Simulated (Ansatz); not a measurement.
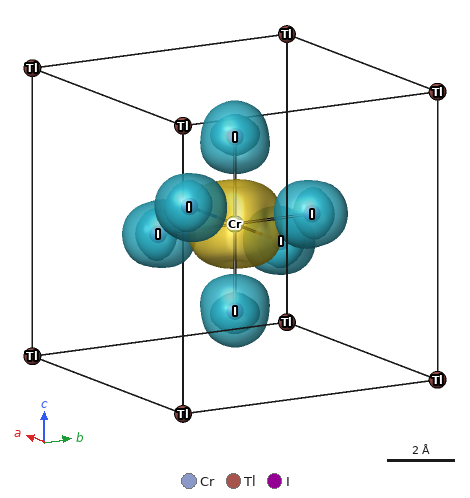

The picture shows: TlCrI6. Isosurfaces of the spin density at +0.02 (yellow) and −0.02 e/Å³ (cyan), seen at an oblique angle. Sticks mark near contacts.

Space group Pm-3m; a structure generated by program, which may or may not match a known phase; spin-polarised.

Theory: DFT PBE, scalar-relativistic, plane waves, PAW (Ansatz).

```xyz
8
Lattice="8.8984 0.0000 0.0000 0.0000 8.8984 0.0000 0.0000 0.0000 8.8984" Properties=species:S:1:pos:R:3 pbc="T T T"
Cr    4.4492    4.4492    4.4492
Tl    0.0000    0.0000    0.0000
I     7.1407    4.4492    4.4492
I     1.7577    4.4492    4.4492
I     4.4492    7.1407    4.4492
I     4.4492    1.7577    4.4492
I     4.4492    4.4492    7.1407
I     4.4492    4.4492    1.7577
```

Describe the spin distribution.

The spin density sits on Cr: +2.7 μB in one cell of 8 atoms, with smaller moments on other sites: I (up to −0.15 μB): parallel main moments, as they must be, since the calculation's own cell holds one magnetic site. The cell of the calculation (8 atoms) carries 1.5 μB of net spin moment.
